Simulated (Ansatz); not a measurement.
**Geometry relaxation of GeH₄Cl₂ (part 1 of 2)**

System: GeH₄Cl₂.
Method: RHF/def2-SVP (Ansatz 0.2.0).

It belongs to a series of runs on one base structure; here: end point B relaxed. Figures and captions count atoms from 1; the log counts them from 0 in places.

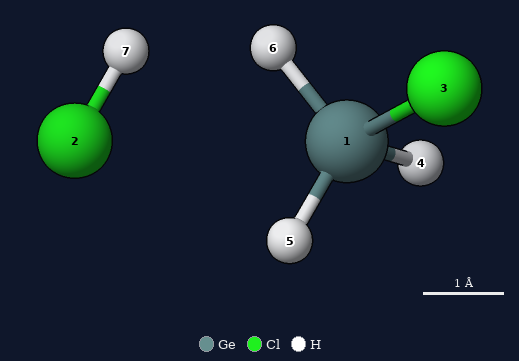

The input geometry (ball-and-stick view, seen at a tilt; atoms are numbered from 1 in the order of the input). Sticks mark near contacts.

Input:
```yaml
crystal:
  periodic: [false, false, false]
  atoms:
    - { symbol: Ge, position_ang: [0.226622, 0.377914, -0.417661] }
    - { symbol: Cl, position_ang: [-0.058161, -0.015312, 2.985379] }
    - { symbol: Cl, position_ang: [1.980362, -0.20037, -1.564365] }
    - { symbol: H, position_ang: [-0.711311, 1.124232, -1.363793] }
    - { symbol: H, position_ang: [-0.401687, -0.896262, 0.113924] }
    - { symbol: H, position_ang: [0.739632, 1.335101, 0.673611] }
    - { symbol: H, position_ang: [0.655641, 0.985598, 2.507803] }
basis:
  gaussian: { orbitals: def2-SVP }
hamiltonian:
  xc: hf
relax:
  f_tol: 0.03
  max_steps: 50
output:
  orbitals: {}
```

Run on 1 thread of Arm Neoverse V1, 24 GiB of memory available, shared host.

Command:
```bash
ansatz run input.yaml --threads 1 --pin off --max-ram 2048MiB --backend cpu --events-out ev --progress --plain --runs-dir out
```

What the program printed:
```
The last accepted step is kept in [file] (removed where the run ends without a failure and the disk answers)
Engine: ansatz 0.2.0, aarch64-unknown-linux-gnu
Functional definition: HF
  exchange = exact_x
  correlation = 0
904 factors; integrals over basis functions are off by at most 3.6e-4 eV
mean field evaluation 1: about -81528.5960 eV, gradient 1.8e1 eV
mean field evaluation 2: about -81528.6273 eV, gradient 1.8e1 eV
mean field evaluation 4: about -81529.8521 eV, gradient 2.1e0 eV
mean field evaluation 8: about -81529.8675 eV, gradient 6.2e-5 eV
mean field -81529.86747275 eV, -2996.1673666946 hartree, gradient 1.7e-5 eV, S^2 0.000000; 0 other end points of the search recorded, 0 dependent functions left out
the calculation of the forces begins
reference -81529.86747275 eV, -2996.1673666946 hartree; 35, 35 occupied and 53, 53 virtual orbitals, 904 factors
relax step   1: F+E_penalty+E_count = -81529.86747275 eV  Δ(F+E_penalty+E_count) = +0.000e0 eV  max|allowed force component| = 1.218e0 eV/Å  Δτ_max = 0.0000 Å  (32 SCF iters, accepted)
these checks for a lower state are left out or cut short: starts, cluster_reference, orbital_swaps, neighbouring_geometries, increment
904 factors; integrals over basis functions are off by at most 2.7e-4 eV
mean field evaluation 16: about -81530.0330 eV, gradient 1.2e-3 eV
mean field -81530.03296912 eV, -2996.1734485741 hartree, gradient 2.4e-5 eV, S^2 0.000000; 0 other end points of the search recorded, 0 dependent functions left out
[... from here on the field's lines of each further geometry are left out, up to the last ...]
relax step   2: F+E_penalty+E_count = -81530.03296912 eV  Δ(F+E_penalty+E_count) = -1.655e-1 eV  max|allowed force component| = 5.441e-1 eV/Å  Δτ_max = 0.1975 Å  (30 SCF iters, accepted)
relax step   3: F+E_penalty+E_count = -81530.07308233 eV  Δ(F+E_penalty+E_count) = -4.011e-2 eV  max|allowed force component| = 2.469e-1 eV/Å  Δτ_max = 0.1091 Å  (31 SCF iters, accepted)
relax step   4: F+E_penalty+E_count = -81530.11264784 eV  Δ(F+E_penalty+E_count) = -3.957e-2 eV  max|allowed force component| = 3.204e-1 eV/Å  Δτ_max = 0.2000 Å  (32 SCF iters, accepted)
relax step   5: F+E_penalty+E_count = -81530.12903096 eV  Δ(F+E_penalty+E_count) = -1.638e-2 eV  max|allowed force component| = 6.026e-2 eV/Å  Δτ_max = 0.2000 Å  (31 SCF iters, accepted)
relax step   6: F+E_penalty+E_count = -81530.13521179 eV  Δ(F+E_penalty+E_count) = -6.181e-3 eV  max|allowed force component| = 5.951e-2 eV/Å  Δτ_max = 0.1552 Å  (31 SCF iters, accepted)
relax step   7: F+E_penalty+E_count = -81530.12198427 eV  Δ(F+E_penalty+E_count) = +1.323e-2 eV  max|allowed force component| = 8.612e-1 eV/Å  Δτ_max = 0.1948 Å  (30 SCF iters, rejected (line search))
relax step   8: F+E_penalty+E_count = -81530.13862624 eV  Δ(F+E_penalty+E_count) = -3.414e-3 eV  max|allowed force component| = 4.916e-2 eV/Å  Δτ_max = 0.0974 Å  (31 SCF iters, accepted)
relax step   9: F+E_penalty+E_count = -81530.13870929 eV  Δ(F+E_penalty+E_count) = -8.305e-5 eV  max|allowed force component| = 3.532e-1 eV/Å  Δτ_max = 0.0980 Å  (30 SCF iters, accepted)
relax step  10: F+E_penalty+E_count = -81530.14332671 eV  Δ(F+E_penalty+E_count) = -4.617e-3 eV  max|allowed force component| = 1.135e-2 eV/Å  Δτ_max = 0.0762 Å  (30 SCF iters, accepted)
relax step  11: F+E_penalty+E_count = -81530.14394292 eV  Δ(F+E_penalty+E_count) = -6.162e-4 eV  max|allowed force component| = 1.131e-1 eV/Å  Δτ_max = 0.0610 Å  (32 SCF iters, accepted)
relax step  12: F+E_penalty+E_count = -81530.14411574 eV  Δ(F+E_penalty+E_count) = -1.728e-4 eV  max|allowed force component| = 2.214e-1 eV/Å  Δτ_max = 0.0923 Å  (31 SCF iters, accepted)
relax step  13: F+E_penalty+E_count = -81530.14353024 eV  Δ(F+E_penalty+E_count) = +5.855e-4 eV  max|allowed force component| = 3.029e-1 eV/Å  Δτ_max = 0.0863 Å  (31 SCF iters, rejected (line search))
relax step  14: F+E_penalty+E_count = -81530.14595504 eV  Δ(F+E_penalty+E_count) = -1.839e-3 eV  max|allowed force component| = 2.041e-2 eV/Å  Δτ_max = 0.0432 Å  (32 SCF iters, accepted)
relax step  15: F+E_penalty+E_count = -81530.14682439 eV  Δ(F+E_penalty+E_count) = -8.693e-4 eV  max|allowed force component| = 3.558e-2 eV/Å  Δτ_max = 0.0534 Å  (32 SCF iters, accepted)
relax step  16: F+E_penalty+E_count = -81530.14351531 eV  Δ(F+E_penalty+E_count) = +3.309e-3 eV  max|allowed force component| = 5.739e-1 eV/Å  Δτ_max = 0.1471 Å  (31 SCF iters, rejected (line search))
relax step  17: F+E_penalty+E_count = -81530.14729055 eV  Δ(F+E_penalty+E_count) = -4.662e-4 eV  max|allowed force component| = 9.152e-2 eV/Å  Δτ_max = 0.0504 Å  (31 SCF iters, accepted)
relax step  18: F+E_penalty+E_count = -81530.14886742 eV  Δ(F+E_penalty+E_count) = -1.577e-3 eV  max|allowed force component| = 1.643e-1 eV/Å  Δτ_max = 0.0750 Å  (31 SCF iters, accepted)
relax step  19: F+E_penalty+E_count = -81530.14917580 eV  Δ(F+E_penalty+E_count) = -3.084e-4 eV  max|allowed force component| = 3.814e-1 eV/Å  Δτ_max = 0.0761 Å  (31 SCF iters, accepted)
relax step  20: F+E_penalty+E_count = -81530.15091488 eV  Δ(F+E_penalty+E_count) = -1.739e-3 eV  max|allowed force component| = 1.772e-1 eV/Å  Δτ_max = 0.0299 Å  (32 SCF iters, accepted)
relax step  21: F+E_penalty+E_count = -81530.15549994 eV  Δ(F+E_penalty+E_count) = -4.585e-3 eV  max|allowed force component| = 1.254e-2 eV/Å  Δτ_max = 0.1093 Å  (31 SCF iters, accepted)
relax step  22: F+E_penalty+E_count = -81530.15669361 eV  Δ(F+E_penalty+E_count) = -1.194e-3 eV  max|allowed force component| = 3.059e-1 eV/Å  Δτ_max = 0.1953 Å  (31 SCF iters, accepted)
relax step  23: F+E_penalty+E_count = -81530.16227680 eV  Δ(F+E_penalty+E_count) = -5.583e-3 eV  max|allowed force component| = 2.216e-1 eV/Å  Δτ_max = 0.0795 Å  (32 SCF iters, accepted)
the calculation of the forces begins
reference -81530.17273975 eV, -2996.1785850498 hartree; 35, 35 occupied and 53, 53 virtual orbitals, 905 factors
relax step  24: F+E_penalty+E_count = -81530.17273975 eV  Δ(F+E_penalty+E_count) = -1.046e-2 eV  max|allowed force component| = 1.855e-2 eV/Å  Δτ_max = 0.1517 Å  (32 SCF iters, accepted)
```

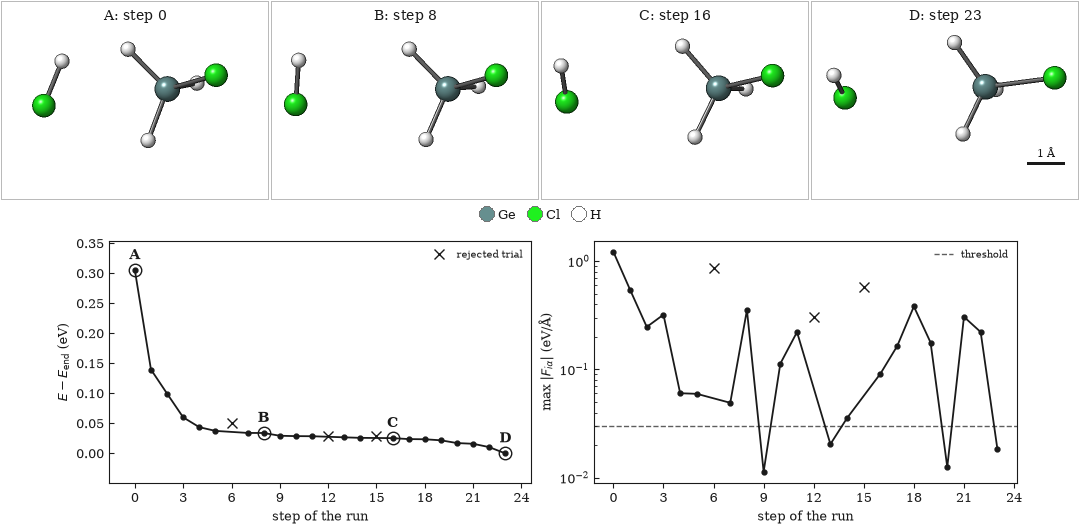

Frames of the relaxation (ball-and-stick view, seen at a tilt) above the curves, on which the letters mark them (the first geometry is step 0 here and step 1 in the log).

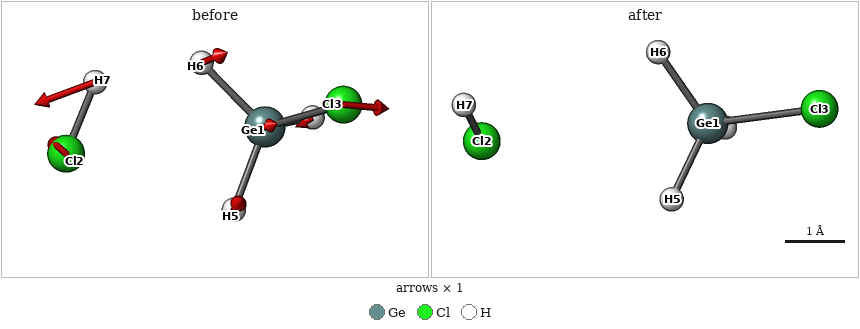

Before (left) and after (right) the relaxation, at one scale (ball-and-stick view, seen at a tilt). The red arrows give the displacements, at true length. Over 23 geometry steps the energy falls by 0.305 eV. The largest force component goes from 1.2 to 0.019 eV/Å. The line search rejected the trial steps at points 6, 12, 15 (counted from 0) and went back. The largest move after the best rigid fit is that of H7, 1.12 Å. By element the largest moves are H 1.12 Å, Cl 0.95 Å, Ge 0.30 Å. Among the contacts that change: Cl2–H7 1.319 → 1.273 Å, Ge1–H6 1.540 → 1.524 Å, Ge1–H5 1.517 → 1.524 Å. Among the angles that change: H5–Ge1–H6 114.3° → 112.0°. (Atoms are counted from 1 in the order of the input.)

```
905 factors; integrals over basis functions are off by at most 3.0e-4 eV
mean field -81530.17273975 eV, -2996.1785850498 hartree, gradient 1.8e-5 eV, S^2 0.000000; 1 other end points of the search recorded, 0 dependent functions left out
the calculation of the forces begins
reference -81530.17273975 eV, -2996.1785850498 hartree; 35, 35 occupied and 53, 53 virtual orbitals, 905 factors
Total energy: -81530.17273975 eV, -2996.1785850498 hartree
Atom 0 at     0.425284     0.325824    -0.616797 Å, force    -0.009332    -0.000025     0.015754 eV/Å
Atom 1 at    -0.675054     0.582919     3.161577 Å, force    -0.002881     0.004500    -0.004020 eV/Å
Atom 2 at     1.574179    -0.019627    -2.432403 Å, force    -0.005540     0.000630    -0.013669 eV/Å
Atom 3 at    -0.893042     0.971232    -1.029891 Å, force    -0.005347     0.003537     0.002222 eV/Å
Atom 4 at     0.208883    -1.032000     0.039586 Å, force     0.013361    -0.010159    -0.001567 eV/Å
Atom 5 at     1.256565     1.257797     0.257356 Å, force     0.018549     0.001059     0.004627 eV/Å
Atom 6 at     0.534285     0.624755     3.555471 Å, force    -0.008809     0.000458    -0.003346 eV/Å
Dipole moment:    -0.004129     0.085771     0.557796 e Å
```

Trajectory as extended XYZ (Å, eV, eV/Å), 24 frames, from step=1 to step=24:
```
7
Properties=species:S:1:pos:R:3:forces:R:3 step=1 energy=-81529.86747
Ge    0.2266    0.3779   -0.4177    0.1281   0.2406  -0.2654
Cl   -0.0582   -0.0153    2.9854    0.7607   1.0981  -0.0232
Cl    1.9804   -0.2004   -1.5644    0.0158  -0.0059  -0.0277
H    -0.7113    1.1242   -1.3638   -0.0050   0.0025  -0.0014
H    -0.4017   -0.8963    0.1139    0.0183   0.0127   0.0002
H     0.7396    1.3351    0.6736   -0.0841  -0.1299  -0.4974
H     0.6556    0.9856    2.5078   -0.8339  -1.2180   0.8149
7
Properties=species:S:1:pos:R:3:forces:R:3 step=2 energy=-81530.03297
Ge    0.2329    0.3827   -0.4979    0.0450   0.0672  -0.0247
Cl   -0.0618   -0.0029    3.1825    0.3581   0.5118  -0.1239
Cl    1.9997   -0.2071   -1.6112   -0.0285  -0.0189  -0.1088
H    -0.7273    1.1324   -1.4109   -0.0106  -0.0440  -0.1598
H    -0.3882   -0.8784    0.0821    0.0198   0.0226  -0.0248
H     0.7454    1.3484    0.5646   -0.0076   0.0053  -0.0098
H     0.6304    0.9358    2.6257   -0.3762  -0.5441   0.4517
7
Properties=species:S:1:pos:R:3:forces:R:3 step=3 energy=-81530.07308
Ge    0.2356    0.3845   -0.5477    0.0000  -0.0128   0.0772
Cl   -0.0715    0.0043    3.2909    0.1647   0.2372  -0.0631
Cl    2.0069   -0.2104   -1.6481   -0.0408  -0.0269  -0.1427
H    -0.7347    1.1323   -1.4488   -0.0148  -0.0644  -0.2206
H    -0.3810   -0.8707    0.0559    0.0231   0.0316  -0.0530
H     0.7459    1.3536    0.5034    0.0363   0.0821   0.1597
H     0.6299    0.9173    2.7294   -0.1685  -0.2469   0.2426
7
Properties=species:S:1:pos:R:3:forces:R:3 step=4 energy=-81530.11265
Ge    0.2362    0.3887   -0.6008    0.0111   0.0552   0.0036
Cl   -0.0832    0.0066    3.4225    0.2394   0.3204  -0.1556
Cl    1.9899   -0.2112   -1.7301    0.0076  -0.0120  -0.0507
H    -0.7163    1.1107   -1.5487    0.0014  -0.0335  -0.0401
H    -0.3809   -0.8704   -0.0104   -0.0098  -0.0041   0.0009
H     0.7333    1.3508    0.4751   -0.0136  -0.0057   0.0101
H     0.6521    0.9357    2.9273   -0.2361  -0.3202   0.2318
7
Properties=species:S:1:pos:R:3:forces:R:3 step=5 energy=-81530.12903
Ge    0.2374    0.3914   -0.6591   -0.0193  -0.0050   0.0129
Cl   -0.0952    0.0075    3.5215    0.0319   0.0543  -0.0384
Cl    1.9869   -0.2169   -1.7929    0.0080  -0.0020  -0.0184
H    -0.7140    1.0960   -1.6219    0.0029  -0.0169  -0.0082
H    -0.3800   -0.8654   -0.0592   -0.0011   0.0062  -0.0146
H     0.7245    1.3537    0.4204    0.0035   0.0121   0.0064
H     0.6714    0.9445    3.1261   -0.0258  -0.0487   0.0603
7
Properties=species:S:1:pos:R:3:forces:R:3 step=6 energy=-81530.13521
Ge    0.2346    0.3904   -0.6915   -0.0060  -0.0216   0.0126
Cl   -0.1363    0.0371    3.5464   -0.0539  -0.0431  -0.0086
Cl    1.9890   -0.2105   -1.8255   -0.0068   0.0067  -0.0025
H    -0.7227    1.0781   -1.6602    0.0006  -0.0046  -0.0084
H    -0.3731   -0.8704   -0.0895    0.0025   0.0061  -0.0091
H     0.7126    1.3600    0.3854    0.0040   0.0076   0.0027
H     0.7270    0.9261    3.2698    0.0595   0.0489   0.0133
7
Properties=species:S:1:pos:R:3:forces:R:3 step=7 energy=-81530.12198 accepted=F
Ge    0.2283    0.3860   -0.7147    0.0228  -0.0059   0.0134
Cl   -0.1951    0.0795    3.5014    0.8612   0.7150  -0.0648
Cl    1.9902   -0.1993   -1.8496   -0.0196   0.0120   0.0088
H    -0.7369    1.0545   -1.6892   -0.0013   0.0053  -0.0072
H    -0.3650   -0.8823   -0.1149    0.0034   0.0020   0.0046
H     0.6960    1.3658    0.3586   -0.0073  -0.0163  -0.0208
H     0.8135    0.9067    3.4433   -0.8592  -0.7123   0.0660
7
Properties=species:S:1:pos:R:3:forces:R:3 step=8 energy=-81530.13863
Ge    0.2316    0.3879   -0.7047   -0.0005  -0.0051   0.0051
Cl   -0.1610    0.0569    3.5325    0.0414   0.0492  -0.0303
Cl    1.9881   -0.2043   -1.8400    0.0043  -0.0028  -0.0061
H    -0.7279    1.0663   -1.6777   -0.0073  -0.0009  -0.0034
H    -0.3698   -0.8754   -0.1024    0.0029   0.0029  -0.0017
H     0.7069    1.3636    0.3676   -0.0037   0.0011   0.0053
H     0.7632    0.9159    3.3596   -0.0372  -0.0444   0.0310
```
